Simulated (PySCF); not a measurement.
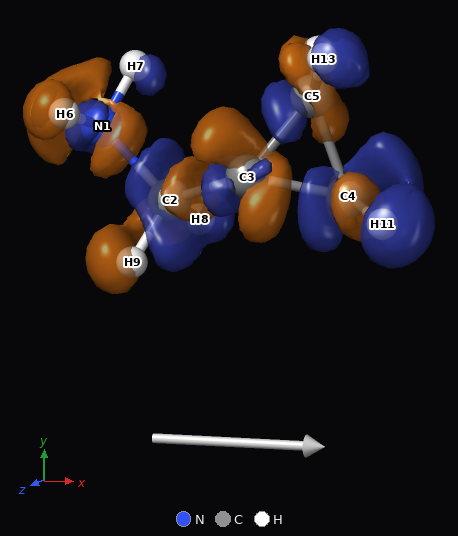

Figure 1: C$_{4}$H$_{8}$N, doublet, SMILES `NC[C]1CC1`. Change of the electron density in a uniform field of 0.26 V/Å along +x (arrow), surfaces at ±0.003 e/Å³ (orange: gain, blue: loss).

Method: HF/def2-SVP; geometry: GFN2-xTB; program: PySCF. No frequency check shows the geometry to be a minimum. A basis without diffuse functions makes polarisabilities too small. The stability of the open-shell solution wasn't checked. GFN2-xTB doesn't know the spin state, so this open-shell geometry is rough.

The calculation's input:

```python
import numpy as np
from pyscf import gto, scf, dft
from pyscf.scf import atom_ks, atom_hf
from scipy.linalg import block_diag

def solve(mol, dm0=None, hcore=None):
    mf = scf.UHF(mol) if mol.spin else scf.RHF(mol)
    mf = mf.density_fit(auxbasis='def2-universal-jkfit')
    mf.conv_tol, mf.max_cycle = 1e-8, 80
    if hcore is not None:
        mf.get_hcore = lambda *args: hcore
    mf.kernel(dm0)
    if not mf.converged:
        mf = mf.newton().run(mf.mo_coeff, mf.mo_occ, max_cycle=30)
    assert mf.converged, 'SCF not converged'
    return mf

mol = gto.M(atom='''
N     -2.02241     0.33437    -0.07197
C     -0.98256    -0.67906    -0.04590
C      0.35123    -0.21119     0.40336
C      1.70409    -0.49925    -0.08807
C      1.17496     0.92245    -0.03881
H     -2.25113     0.63177     0.87030
H     -1.69383     1.15137    -0.57724
H     -0.89998    -1.08556    -1.06930
H     -1.32660    -1.50256     0.59040
H      1.83202    -0.98553    -1.04999
H      2.47412    -0.76550     0.62357
H      0.93459     1.43059    -0.96878
H      1.60132     1.58711     0.70136
''', basis='def2-svp', charge=0, spin=1, verbose=4)
field = np.array([-0.005, -0.0, -0.0])  # atomic units
mol.set_common_orig(mol.atom_charges() @ mol.atom_coords() / mol.atom_charges().sum())
mf = solve(mol)
out = dict(dm0=mf.make_rdm1(), d0=mf.dip_moment(unit='AU'), e0=mf.e_tot)
for name, sign in (('p', 1), ('m', -1)):
    h = mf.get_hcore() + sign * np.einsum('x,xij->ij', field, mol.intor('int1e_r'))
    mi = solve(mol, mf.make_rdm1(), h)
    out.update({'dm' + name: mi.make_rdm1(), 'd' + name: mi.dip_moment(unit='AU'), 'e' + name: mi.e_tot})
# spherically averaged free atoms, for the promolecule
atm = scf.atom_hf.get_atm_nrhf(mol)
pro = block_diag(*[(atm[a[0]][2] * atm[a[0]][3]) @ atm[a[0]][2].T for a in mol._atom])
np.savez('result.npz', pro=pro, **out)
```

Run with:

```sh
OMP_NUM_THREADS=1 python input.py
```

The run took 9.1 s on 1 thread of Intel(R) Xeon(R) Processor @ 2.50GHz (Skylake/Cascade Lake), on a shared host, peak memory 0.22 GiB.

Partitions, critical points and surface values were worked out afterwards from this run's density.

The field was applied in both directions; the picture shows the one opposite to the script's first.

Q: What dipole is induced, and what polarisability does it imply?

A: The induced dipole is 0.62 D (along the field); α along this axis, from the fields in both directions, is 49 bohr³ (7.3 Å³).
